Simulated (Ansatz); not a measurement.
# C2H6Si + H2: a complex and its separated parts, part 2 of 2

Ansatz 0.2.0, Gaussian basis.

## (13) CAM-B3LYP-D4/def2-TZVPP

The inputs:

parta/in.yaml

```yaml
crystal:
  periodic: [false, false, false]
  atoms:
    - {symbol: Si, position_ang: [0.850506, -0.463449, -0.237725]}
    - {symbol: C, position_ang: [0.241619, 0.147811, 1.450817]}
    - {symbol: C, position_ang: [-0.236824, 0.649796, -1.321188]}
    - {symbol: H, position_ang: [0.893811, -0.132702, 2.279552]}
    - {symbol: H, position_ang: [-0.724069, -0.356590, 1.613397]}
    - {symbol: H, position_ang: [0.038779, 1.223061, 1.486965]}
    - {symbol: H, position_ang: [-1.245178, 0.807177, -0.924948]}
    - {symbol: H, position_ang: [0.256768, 1.634547, -1.315787]}
    - {symbol: H, position_ang: [-0.295594, 0.325983, -2.361586]}
basis:
  gaussian: {orbitals: def2-TZVPP}
hamiltonian: {xc: {name: CAM-B3LYP}, dispersion: d4}
```

partb/in.yaml

```yaml
crystal:
  periodic: [false, false, false]
  atoms:
    - {symbol: H, position_ang: [-0.241319, -1.823146, -0.252408]}
    - {symbol: H, position_ang: [0.461301, -2.012589, -0.417188]}
basis:
  gaussian: {orbitals: def2-TZVPP}
hamiltonian: {xc: {name: CAM-B3LYP}, dispersion: d4}
```

One command serves all of them, each in its own folder.

The run is started by

```bash
$ ansatz run in.yaml --threads 2 --pin off --events-out ev --progress --plain --max-ram 4352MiB
```

Log of parta, cut to the lines that bear on the results:

```text
Functional definition: CAM-B3LYP
  name "CAM-B3LYP"
  cite "Yanai, Tew & Handy, Chem. Phys. Lett. 393, 51 (2004) doi:10.1016/j.cplett.2004.06.011"
  cite "Iikura, Tsuneda, Yanai & Hirao, J. Chem. Phys. 115, 3540 (2001) doi:10.1063/1.1383587"
  cite "Becke, Phys. Rev. A 38, 3098 (1988) doi:10.1103/PhysRevA.38.3098"
  cite "Lee, Yang & Parr, Phys. Rev. B 37, 785 (1988) doi:10.1103/PhysRevB.37.785"
[...]
  # Exact exchange under (alpha + beta erf(omega r))/r, Becke's under what is left of 1/r.
[...]
1005 factors; their error is unknown
267 factors; integrals over basis functions are off by at most 9.0e-6 eV
[...]
mean field -10048.09175328 eV, -369.2605610918 hartree, gradient 5.4e-5 eV, S^2 0.000000; 0 other end points of the search recorded, 0 dependent functions left out
reference -10048.09187892 eV, -369.2605657091 hartree; 16, 16 occupied and 172, 172 virtual orbitals, 1005 factors
Total energy: -10048.21915930 eV, -369.2652431767 hartree
```

Log of partb, cut to the lines that bear on the results:

```text
[... 6 set-up lines as earlier in the session ...]
[...]
  # Exact exchange under (alpha + beta erf(omega r))/r, Becke's under what is left of 1/r.
[...]
118 factors; their error is unknown
42 factors; integrals over basis functions are off by at most 6.3e-5 eV
[...]
mean field -31.88030492 eV, -1.1715795967 hartree, gradient 6.4e-5 eV, S^2 0.000000; 0 other end points of the search recorded, 0 dependent functions left out
reference -31.88037486 eV, -1.1715821669 hartree; 1, 1 occupied and 27, 27 virtual orbitals, 118 factors
Total energy: -31.88188825 eV, -1.1716377830 hartree
```

Times: 2.9 s (parta), 0.15 s (partb) on 2 threads of Arm Neoverse V1, shared host.

## (14) wB97X-V/def2-TZVPP

Each input of step 13 (parta, partb) changes in the same lines:

```diff
-hamiltonian: {xc: {name: CAM-B3LYP}, dispersion: d4}
+hamiltonian: {xc: {name: wB97X-V}}
```

One command serves all of them, each in its own folder.

The run is started by

```bash
$ ansatz run in.yaml --threads 2 --pin off --events-out ev --progress --plain --max-ram 4352MiB
```

Output in parta, cut to the lines that bear on the results:

```text
Functional definition: wB97X-V
  name "wB97X-V"
  cite "Mardirossian & Head-Gordon, Phys. Chem. Chem. Phys. 16, 9904 (2014) doi:10.1039/C3CP54374A"
[... 2 set-up lines as earlier in the session ...]
[...]
      + integral(e_c_pw_opposite_spin*poly(b97_u_opposite, cos0, cos1)) + vv10(b, c)
1005 factors; their error is unknown
256 factors; integrals over basis functions are off by at most 1.1e-5 eV
[...]
mean field -10047.33182350 eV, -369.2326341874 hartree, gradient 4.3e-5 eV, S^2 0.000000; 0 other end points of the search recorded, 0 dependent functions left out
reference -10047.33182166 eV, -369.2326341198 hartree; 16, 16 occupied and 172, 172 virtual orbitals, 1005 factors
Total energy: -10047.33182166 eV, -369.2326341198 hartree
```

Output in partb, cut to the lines that bear on the results:

```text
[... 5 set-up lines as earlier in the session ...]
[...]
      + integral(e_c_pw_opposite_spin*poly(b97_u_opposite, cos0, cos1)) + vv10(b, c)
118 factors; their error is unknown
42 factors; integrals over basis functions are off by at most 3.0e-5 eV
[...]
mean field -31.90860350 eV, -1.1726195503 hartree, gradient 8.8e-5 eV, S^2 0.000000; 0 other end points of the search recorded, 0 dependent functions left out
reference -31.90860250 eV, -1.1726195136 hartree; 1, 1 occupied and 27, 27 virtual orbitals, 118 factors
Total energy: -31.90860250 eV, -1.1726195136 hartree
```

Times: 8 s (parta), 0.2 s (partb) on 2 threads of Arm Neoverse V1, shared host.

## (15) wB97M-V/def2-TZVPP

Each input of step 14 (parta, partb) changes in the same lines:

```diff
-hamiltonian: {xc: {name: wB97X-V}}
+hamiltonian: {xc: {name: wB97M-V}}
```

Each run has its own folder and the same command.

The run is started by

```bash
$ ansatz run in.yaml --threads 2 --pin off --events-out ev --progress --plain --max-ram 4352MiB
```

Log of parta, cut to the lines that bear on the results:

```text
Functional definition: wB97M-V
  name "wB97M-V"
  cite "Mardirossian & Head-Gordon, J. Chem. Phys. 144, 214110 (2016) doi:10.1063/1.4952647"
[... 2 set-up lines as earlier in the session ...]
  # Of w^i u^j: cxij and so on, Table III.
[...]
  gx(w, u) = 1 - cx + cx01*u + cx10*w
[...]
      + integral(e_c_pw_mod_opposite_spin*gos(b97_w_opposite, b97_u_opposite)) + vv10(b, c)
1005 factors; their error is unknown
256 factors; integrals over basis functions are off by at most 1.1e-5 eV
[...]
mean field -10047.34630209 eV, -369.2331662660 hartree, gradient 3.3e-5 eV, S^2 0.000000; 0 other end points of the search recorded, 0 dependent functions left out
reference -10047.34634670 eV, -369.2331679054 hartree; 16, 16 occupied and 172, 172 virtual orbitals, 1005 factors
Total energy: -10047.34634670 eV, -369.2331679054 hartree
```

partb printed, cut to the lines that bear on the results:

```text
[... 5 set-up lines as earlier in the session ...]
  # Of w^i u^j: cxij and so on, Table III.
[...]
  gx(w, u) = 1 - cx + cx01*u + cx10*w
[...]
      + integral(e_c_pw_mod_opposite_spin*gos(b97_w_opposite, b97_u_opposite)) + vv10(b, c)
118 factors; their error is unknown
42 factors; integrals over basis functions are off by at most 3.0e-5 eV
[...]
mean field -31.60112243 eV, -1.1613198292 hartree, gradient 7.4e-6 eV, S^2 0.000000; 0 other end points of the search recorded, 0 dependent functions left out
reference -31.60114668 eV, -1.1613207206 hartree; 1, 1 occupied and 27, 27 virtual orbitals, 118 factors
Total energy: -31.60114668 eV, -1.1613207206 hartree
```

Times: 8.5 s (parta), 0.25 s (partb) on 2 threads of Arm Neoverse V1, shared host.

## (16) B2PLYP/def2-TZVPP

Each input of step 15 (parta, partb) changes in the same lines:

```diff
-hamiltonian: {xc: {name: wB97M-V}}
+hamiltonian: {xc: {name: B2PLYP}}
```

One command serves all of them, each in its own folder.

The run is started by

```bash
$ ansatz run in.yaml --threads 2 --pin off --events-out ev --progress --plain --max-ram 4352MiB
```

Log of parta, cut to the lines that bear on the results:

```text
Functional definition: B2PLYP
  name "B2PLYP"
  cite "Grimme, J. Chem. Phys. 124, 034108 (2006) doi:10.1063/1.2148954"
[... 2 set-up lines as earlier in the session ...]
[...]
1065 factors; integrals over basis functions are off by at most 1.3e-3 eV
[...]
mean field -10039.67090173 eV, -368.9511005054 hartree, gradient 9.9e-6 eV, S^2 0.000000; 0 other end points of the search recorded, 0 dependent functions left out
7 core orbitals not correlated: weight in the atoms' cores, before any rotation towards them, 1.000 or more for the frozen orbitals, at most 0.000 for the correlated occupied ones
reference -10039.67106428 eV, -368.9511064788 hartree; 9, 9 occupied and 172, 172 virtual orbitals, 1065 factors
second order -15.38477214 eV of doubles, -0.00000000 eV of singles
Total energy: -10043.82495276 eV, -369.1037590648 hartree
```

partb printed, cut to the lines that bear on the results:

```text
[... 5 set-up lines as earlier in the session ...]
[...]
145 factors; integrals over basis functions are off by at most 7.3e-4 eV
[...]
mean field -31.55850242 eV, -1.1597535727 hartree, gradient 1.0e-6 eV, S^2 0.000000; 0 other end points of the search recorded, 0 dependent functions left out
reference -31.55859183 eV, -1.1597568586 hartree; 1, 1 occupied and 27, 27 virtual orbitals, 145 factors
second order -1.02365548 eV of doubles, -0.00000000 eV of singles
Total energy: -31.83497881 eV, -1.1699138928 hartree
```

Times: 5.5 s (parta), 0.15 s (partb) on 2 threads of Arm Neoverse V1, shared host.

## (17) PBE-QIDH/def2-TZVPP

The same edit goes into each in.yaml of step 16 (parta, partb):

```diff
-hamiltonian: {xc: {name: B2PLYP}}
+hamiltonian: {xc: {name: PBE-QIDH}}
```

The same command starts each run, in its folder.

The run is started by

```bash
$ ansatz run in.yaml --threads 2 --pin off --events-out ev --progress --plain --max-ram 4352MiB
```

Log of parta, cut to the lines that bear on the results:

```text
Functional definition: PBE-QIDH
  name "PBE-QIDH"
  cite "Brémond, Sancho-García, Pérez-Jiménez & Adamo, J. Chem. Phys. 141, 031101 (2014) doi:10.1063/1.4890314"
[... 1 set-up line as earlier in the session ...]
[...]
1065 factors; integrals over basis functions are off by at most 1.3e-3 eV
[...]
mean field -10035.71542747 eV, -368.8057395074 hartree, gradient 8.3e-6 eV, S^2 0.000000; 0 other end points of the search recorded, 0 dependent functions left out; unrestricted orbitals would lower it
7 core orbitals not correlated: weight in the atoms' cores, before any rotation towards them, 1.000 or more for the frozen orbitals, at most 0.000 for the correlated occupied ones
reference -10035.71543934 eV, -368.8057399433 hartree; 9, 9 occupied and 172, 172 virtual orbitals, 1065 factors
second order -14.26584498 eV of doubles, -0.00000000 eV of singles
Total energy: -10040.47072099 eV, -368.9804933210 hartree
```

Log of partb, cut to the lines that bear on the results:

```text
[... 4 set-up lines as earlier in the session ...]
[...]
145 factors; integrals over basis functions are off by at most 7.3e-4 eV
[...]
mean field -31.52726253 eV, -1.1586055280 hartree, gradient 1.4e-6 eV, S^2 0.000000; 0 other end points of the search recorded, 0 dependent functions left out
reference -31.52726895 eV, -1.1586057639 hartree; 1, 1 occupied and 27, 27 virtual orbitals, 145 factors
second order -0.95919923 eV of doubles, -0.00000000 eV of singles
Total energy: -31.84700203 eV, -1.1703557378 hartree
```

Wall times: 4.7 s (parta), 0.15 s (partb) on 2 threads of Arm Neoverse V1, shared host.

## (18) RPA on PBE/def2-TZVPP

Each input of step 17 (parta, partb) changes in the same lines:

```diff
-hamiltonian: {xc: {name: PBE-QIDH}}
+hamiltonian: {xc: pbe}
+correlation: {method: rpa}
```

One command serves all of them, each in its own folder.

The run is started by

```bash
$ ansatz run in.yaml --threads 2 --pin off --events-out ev --progress --plain --max-ram 4352MiB
```

Output in parta, cut to the lines that bear on the results:

```text
[... 4 set-up lines as earlier in the session ...]
[...]
1065 factors; integrals over basis functions are off by at most 1.3e-3 eV
[...]
mean field -10042.00500514 eV, -369.0368772234 hartree, gradient 9.5e-6 eV, S^2 0.000000; 0 other end points of the search recorded, 0 dependent functions left out
7 core orbitals not correlated: weight in the atoms' cores, before any rotation towards them, 1.000 or more for the frozen orbitals, at most 0.000 for the correlated occupied ones
reference -10017.04361390 eV, -368.1195630146 hartree; 9, 9 occupied and 172, 172 virtual orbitals, 1065 factors
Total energy: -10039.46867971 eV, -368.9436689829 hartree
```

Output in partb, cut to the lines that bear on the results:

```text
[... 4 set-up lines as earlier in the session ...]
[...]
145 factors; integrals over basis functions are off by at most 7.3e-4 eV
[...]
mean field -31.73221131 eV, -1.1661372569 hartree, gradient 1.4e-6 eV, S^2 0.000000; 0 other end points of the search recorded, 0 dependent functions left out
reference -30.80641759 eV, -1.1321149651 hartree; 1, 1 occupied and 27, 27 virtual orbitals, 145 factors
Total energy: -32.86230706 eV, -1.2076675096 hartree
```

Times: 4.5 s (parta), 0.15 s (partb) on 2 threads of Arm Neoverse V1, shared host.

## (19) CCSD(T)/def2-TZVPP

Each input of step 18 (parta, partb) changes in the same lines:

```diff
-hamiltonian: {xc: pbe}
-correlation: {method: rpa}
+correlation: {method: ccsd_t}
```

Each run has its own folder and the same command.

The run is started by

```bash
$ ansatz run in.yaml --threads 2 --pin off --events-out ev --progress --plain --max-ram 4352MiB
```

Log of parta, cut to the lines that bear on the results:

```text
Functional definition: HF
  name "HF"
  cite "Fock, Z. Phys. 61, 126 (1930) doi:10.1007/BF01340294"
[... 1 set-up line as earlier in the session ...]
[...]
1065 factors; integrals over basis functions are off by at most 1.3e-3 eV
[...]
mean field -10017.90744960 eV, -368.1513083914 hartree, gradient 1.9e-6 eV, S^2 0.000000; 0 other end points of the search recorded, 0 dependent functions left out; unrestricted orbitals would lower it
[...]
reference -10017.90744960 eV, -368.1513083914 hartree; 9, 9 occupied and 172, 172 virtual orbitals, 1065 factors
second order -12.61145147 eV of doubles, -0.00000000 eV of singles
cycle   1  -13.37910551 eV  change   -7.7e-1 eV  update   8.1e-2
[...]
cycle   9  -13.81187516 eV  change    2.5e-6 eV  update   1.4e-5
perturbative correction -0.53988816 eV, -0.0198405241 hartree
Total energy: -10032.25921293 eV, -368.6787259657 hartree
```

partb printed, cut to the lines that bear on the results:

```text
[... 4 set-up lines as earlier in the session ...]
[...]
145 factors; integrals over basis functions are off by at most 7.3e-4 eV
[...]
mean field -30.82772035 eV, -1.1328978271 hartree, gradient 4.2e-7 eV, S^2 0.000000; 0 other end points of the search recorded, 0 dependent functions left out
reference -30.82772035 eV, -1.1328978271 hartree; 1, 1 occupied and 27, 27 virtual orbitals, 145 factors
second order -0.86257124 eV of doubles, -0.00000000 eV of singles
cycle   1  -1.00722364 eV  change   -1.4e-1 eV  update   2.6e-2
[...]
cycle   7  -1.07306782 eV  change    7.5e-7 eV  update   4.2e-7
perturbative correction -0.00000000 eV, -0.0000000000 hartree
Total energy: -31.90078818 eV, -1.1723323423 hartree
```

Times: 36 s (parta), 0.1 s (partb) on 2 threads of Arm Neoverse V1, shared host; peak memory 1.9 GiB.

## (20) Vibrations of C2H6Si

Input file vib-parta/in.yaml:

```yaml
crystal:
  periodic: [false, false, false]
  atoms:
    - {symbol: Si, position_ang: [0.850506, -0.463449, -0.237725]}
    - {symbol: C, position_ang: [0.241619, 0.147811, 1.450817]}
    - {symbol: C, position_ang: [-0.236824, 0.649796, -1.321188]}
    - {symbol: H, position_ang: [0.893811, -0.132702, 2.279552]}
    - {symbol: H, position_ang: [-0.724069, -0.356590, 1.613397]}
    - {symbol: H, position_ang: [0.038779, 1.223061, 1.486965]}
    - {symbol: H, position_ang: [-1.245178, 0.807177, -0.924948]}
    - {symbol: H, position_ang: [0.256768, 1.634547, -1.315787]}
    - {symbol: H, position_ang: [-0.295594, 0.325983, -2.361586]}
basis:
  gaussian: {orbitals: def2-TZVP}
hamiltonian: {xc: pbe0, dispersion: d4}
phonons: {temperatures: {t_min: 298.15, t_max: 900, t_step: 200}}
```

The run is started by

```bash
$ ansatz run in.yaml --threads 2 --pin off --events-out ev --progress --plain --max-ram 4352MiB
```

The log of the run, cut to the lines that bear on the results:

```text
[... 5 set-up lines as earlier in the session ...]
[...]
892 factors; their error is unknown
[...]
mean field -10043.11062694 eV, -369.0775080753 hartree, gradient 5.6e-5 eV, S^2 0.000000; 0 other end points of the search recorded, 0 dependent functions left out
[...]
Atom 7 at     0.256768     1.634547    -1.315787 Å, force     0.000040     0.000138    -0.000006 eV/Å
Atom 8 at    -0.295594     0.325983    -2.361586 Å, force    -0.000199    -0.000209    -0.001021 eV/Å
Dipole moment:    -0.195742     0.199008     0.069801 e Å
Vibrations: 111.23 121.20 254.25 504.73 561.76 661.19 667.79 730.09 856.86 1234.61 1243.42 1412.32 1417.23 1441.31 1447.85 2999.13 3001.56 3080.71 3086.54 3138.27 3138.81 cm⁻¹, zero-point energy 1.928628 eV
```

It took 85 s on 2 threads of Arm Neoverse V1, shared host.

The modes, with what each moves most:

```csv
mode,wavenumber (cm⁻¹),character
1,111,torsion
2,121,torsion
3,254,bend
4,505,bend
5,562,bend
6,661,Si–C stretch
7,668,Si–C stretch
8,730,bend
9,857,bend
10,1235,bend
11,1243,bend
12,1412,bend
13,1417,bend
14,1441,bend
15,1448,bend
16,2999,C–H stretch
17,3002,C–H stretch
18,3081,C–H stretch
19,3087,C–H stretch
20,3138,C–H stretch
21,3139,C–H stretch
```

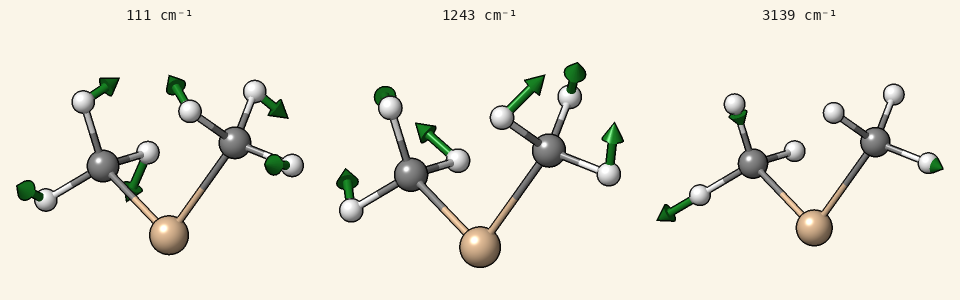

How the atoms move in 3 of the modes.

Vibrational sums (real modes only):

```csv
T (K),entropy (J/mol/K),heat capacity (J/mol/K)
298,43.8,49.6
498,76.3,77.7
698,105.8,97.7
898,132.4,113.0
```

## (21) Vibrations of H2

Input file vib-partb/in.yaml:

```yaml
crystal:
  periodic: [false, false, false]
  atoms:
    - {symbol: H, position_ang: [-0.241319, -1.823146, -0.252408]}
    - {symbol: H, position_ang: [0.461301, -2.012589, -0.417188]}
basis:
  gaussian: {orbitals: def2-TZVP}
hamiltonian: {xc: pbe0, dispersion: d4}
phonons: {temperatures: {t_min: 298.15, t_max: 900, t_step: 200}}
```

The run is started by

```bash
$ ansatz run in.yaml --threads 2 --pin off --events-out ev --progress --plain --max-ram 4352MiB
```

The log of the run, cut to the lines that bear on the results:

```text
[... 5 set-up lines as earlier in the session ...]
[...]
88 factors; their error is unknown
[...]
mean field -31.78865275 eV, -1.1682114414 hartree, gradient 1.8e-5 eV, S^2 0.000000; 0 other end points of the search recorded, 0 dependent functions left out
[...]
reference -31.78855395 eV, -1.1682078107 hartree; 1, 1 occupied and 11, 11 virtual orbitals, 88 factors
Total energy: -31.79027516 eV, -1.1682710637 hartree
Atom 0 at    -0.241319    -1.823146    -0.252408 Å, force     0.000589    -0.000159    -0.000138 eV/Å
Atom 1 at     0.461301    -2.012589    -0.417188 Å, force    -0.000589     0.000159     0.000138 eV/Å
Dipole moment:    -0.000000     0.000000     0.000000 e Å
Vibrations: 4414.83 cm⁻¹, zero-point energy 0.273684 eV
```

Run time: 0.25 s. Hardware: 2 threads of Arm Neoverse V1, shared host.

Wavenumbers and character of the modes:

```csv
mode,wavenumber (cm⁻¹),character
1,4415,H–H stretch
```

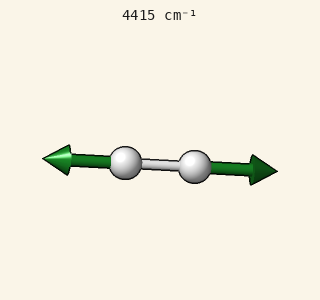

Displacements of 1 modes, as arrows.

Vibrational sums (real modes only):

```csv
T (K),entropy (J/mol/K),heat capacity (J/mol/K)
298,0.0,0.0
498,0.0,0.0
698,0.0,0.1
898,0.1,0.4
```

## (22) Complex less separated parts

The complex's own energies come from single points at the same levels.

Rows are in def2-TZVPP; times add the 3 runs of a level on a shared host, so small differences are noise.

Differences are taken before rounding.

```csv
method,rung,complex less parts (eV),from CCSD(T) (eV),time
SPW92,LDA,-0.336,-0.391,2.8 s
PBE-D4,GGA,-0.128,-0.183,4.5 s
BLYP-D4,GGA,0.001,-0.054,4.5 s
r2SCAN-D4,meta-GGA,-0.082,-0.137,8.6 s
B97M-V,meta-GGA,-0.004,-0.059,21 s
PBE0-D4,hybrid,-0.107,-0.162,6.1 s
B3LYP-D4,hybrid,-0.002,-0.057,5.9 s
r2SCAN0-D4,hybrid,-0.077,-0.132,10 s
BHLYP-D4,hybrid,0.021,-0.034,5.3 s
CAM-B3LYP-D4,range-separated hybrid,-0.004,-0.059,6.4 s
wB97X-V,range-separated hybrid,-0.012,-0.067,18 s
wB97M-V,range-separated hybrid,-0.009,-0.065,19 s
B2PLYP,double hybrid,0.052,-0.003,12 s
PBE-QIDH,double hybrid,-0.041,-0.096,12 s
RPA on PBE,RPA,0.125,+0.070,11 s
Hartree-Fock,wavefunction,0.253,+0.198,
MP2,wavefunction,0.025,-0.030,
CCSD,wavefunction,0.083,+0.028,
CCSD(T),wavefunction,0.055,0,1.9 min
```

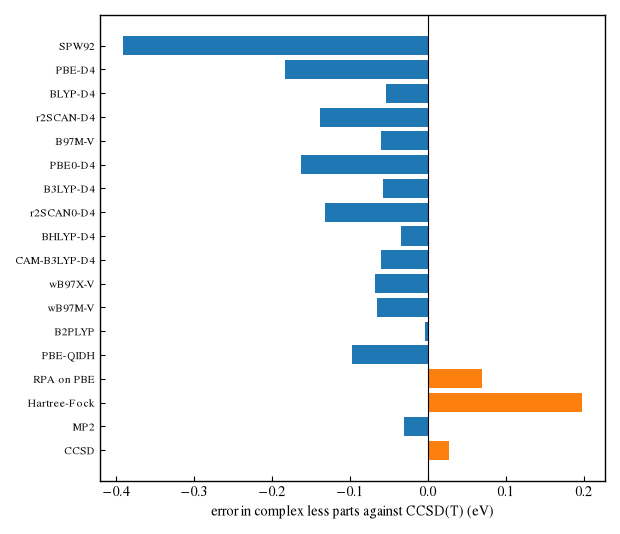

Error of each method against CCSD(T).

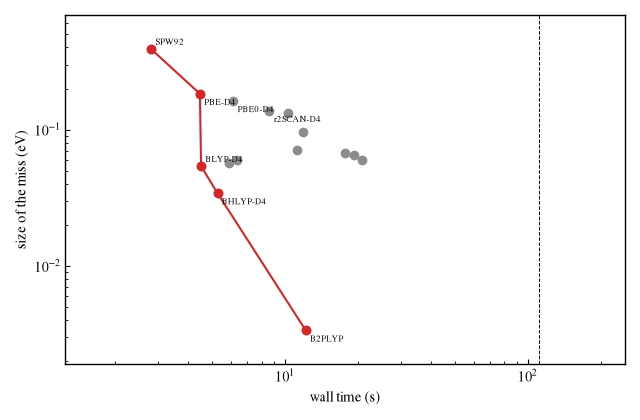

Miss against cost. Red marks the levels that no quicker level drawn beats (of those quicker than the yardstick), and the dashed line is the time of CCSD(T). Only those levels and the largest misses are named. Times are from a shared host.

For cost: B2PLYP gets within 0.003 eV in 12 s, where CCSD(T) took 1.9 min; the quickest level in the cost chart, SPW92, takes 2.8 s and misses by 0.391 eV.

The complex's zero-point energy, from a separate PBE0-D4 run, is 2.344 eV.

## (23) What came out

What follows sums up all 2 parts.

| quantity | value |
| --- | --- |
| complex less parts, CCSD(T)/def2-TZVPP | +0.055 eV |
| with zero-point energy | +0.197 eV |
| largest T1 diagnostic | 0.012 |

What this shows: At CCSD(T) the complex lies 0.055 eV above its parts. B2PLYP is the best functional here (-0.003 eV from CCSD(T)); SPW92 is the worst (-0.391 eV). By rung, the mean size of the error is: LDA 0.391, GGA 0.119, meta-GGA 0.098, hybrid 0.096, range-separated hybrid 0.064, double hybrid 0.050 eV. PBE-D4 gives a relative energy 0.183 eV too low, an error of 332 % of the reference. No counterpoise was applied, and triple zeta lacks some correlation, so the CCSD(T) reference has a basis error of its own, and close matches with it are partly luck. The restricted Hartree–Fock reference is unstable towards an unrestricted one at one or more of these structures.
